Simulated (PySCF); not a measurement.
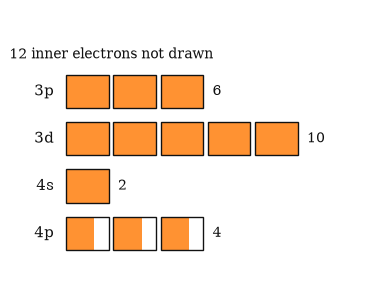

Figure 1. The outer shells of the nominal configuration: a box for each of the 2l + 1 orbitals, shaded by the share of the shell that is filled, with the electron count at the right.

**Atomic calculation, with input and output: Br⁺**

- system: Br⁺, configuration 1s2 2s2 2p6 3s2 3p6 3d10 4s2 4p4, multiplicity 3.
- method: unrestricted wB97X, aug-cc-pVDZ-DK, spin-free X2C-1e, Gaussian nucleus (PySCF)

### The input
```python
from pyscf import gto, scf, dft, mp, cc
import basis_set_exchange as bse
mol = gto.M(atom="Br 0 0 0", charge=1, spin=2, symmetry="D2h",
            basis=gto.basis.parse(bse.get_basis("aug-cc-pVDZ-DK", elements=["Br"], fmt="nwchem")),
            nucmod="G")
mf = dft.UKS(mol, xc="WB97X").sfx2c1e()
mf.irrep_nelec = {'Ag': (6, 6), 'B1g': (1, 1), 'B2g': (1, 1), 'B3g': (1, 1), 'B1u': (3, 2), 'B2u': (3, 3), 'B3u': (3, 2)}
mf.kernel()
```

The script is an equivalent of what the driver set up; the driver started from orbitals of its own, so the log can be shorter than this script's would be, and it computed the properties (radii, ⟨L²⟩, response) afterwards. It held the occupations shell by shell, which the script's counts by irreducible representation don't always enforce.

### Log (extracts)
```
damping factor = 0
level_shift factor = 0
DIIS = <class 'pyscf.scf.diis.CDIIS'>
diis_start_cycle = 1
diis_space = 10
diis_damp = 0
SCF conv_tol = 1e-09
SCF conv_tol_grad = None
number electrons alpha = 18  beta = 16
XC functionals = WB97X
    J.-D. Chai and M. Head-Gordon.,  J. Chem. Phys. 128, 084106 (2008)
cycle= 1 E= -2605.72911998466  delta_E= -0.00533  |g|= 0.0228  |ddm|= 0.208
cycle= 2 E= -2605.72925637869  delta_E= -0.000136  |g|= 0.00637  |ddm|= 0.0576
cycle= 3 E= -2605.7292669348  delta_E= -1.06e-05  |g|= 0.000727  |ddm|= 0.0128
cycle= 4 E= -2605.72926735339  delta_E= -4.19e-07  |g|= 4.79e-05  |ddm|= 0.00279
cycle= 5 E= -2605.72926735579  delta_E= -2.4e-09  |g|= 4.83e-06  |ddm|= 0.000238
cycle= 6 E= -2605.72926735582  delta_E= -3.23e-11  |g|= 4.05e-07  |ddm|= 2.73e-05
converged SCF energy = -2605.72926735582  <S^2> = 2.0017763  2S+1 = 3.001184
```

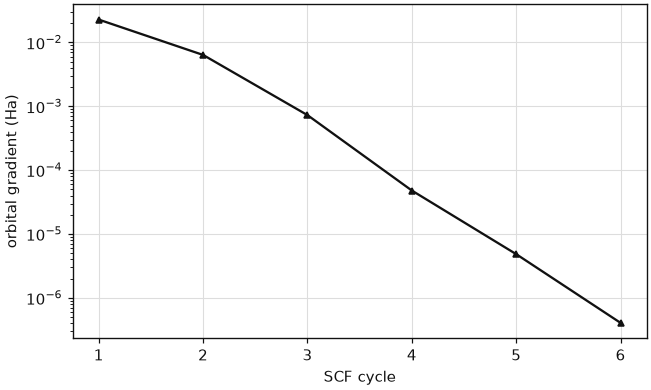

Figure 2. Convergence: orbital gradient against the SCF cycle. The residual falls at every step. It goes from 0.023 to 4.0×10⁻⁷ in 6 steps.

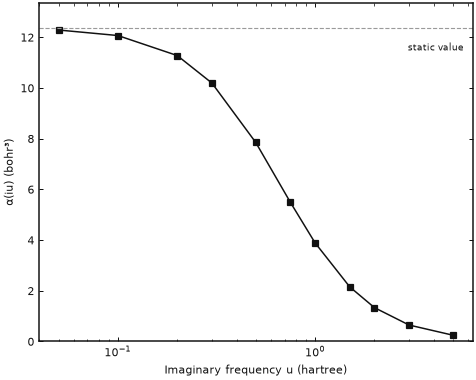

Figure 3. Dipole polarisability at imaginary frequency of Br⁺ ([Ar] 3d¹⁰ 4s² 4p⁴). Coupled response at the wB97X level; PySCF, aug-cc-pVDZ-DK, spin-free X2C-1e, unrestricted single determinants, no spin-orbit coupling. The static dipole polarisability is 12.4 bohr³; α(iu) falls to half of it near u = 0.67 hartree. The Casimir–Polder integral gives C₆ = 76.7 hartree bohr⁶ for two such species.

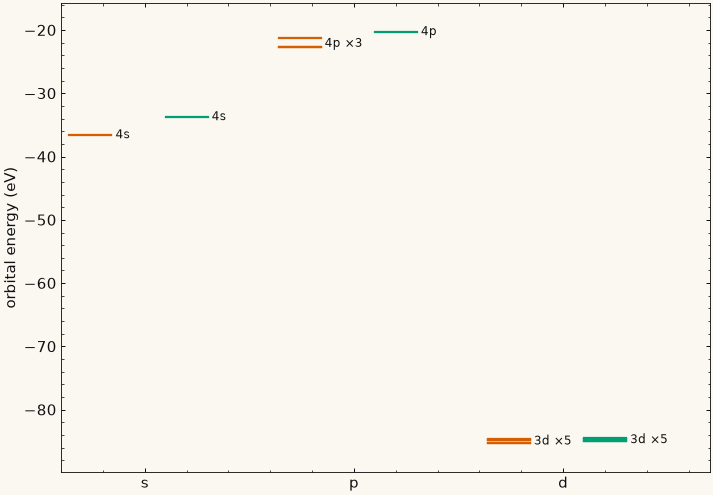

Figure 4. Orbital energies of the mean field, from the top down to −85.3 eV, by angular momentum, α spin at the left of each column and β at the right; ×n counts the orbitals under one label. The highest filled orbital is 4p β at −20.3 eV, the lowest empty one p β at −12.9 eV.

### Key numbers

| quantity | value |
| --- | --- |
| outcome | converged |
| total energy | −2605.7293 hartree |
| ⟨S²⟩ | 2.002 |
| ⟨L²⟩ | 2.01 |
| static polarisability | 12.4 bohr³ |
| C₆ of the like pair | 76.7 hartree bohr⁶ |
| SCF iterations | 6 |
| hardware | 1 CPU thread, shared host |
| CPU time | 3.8 s (integrals apart) |
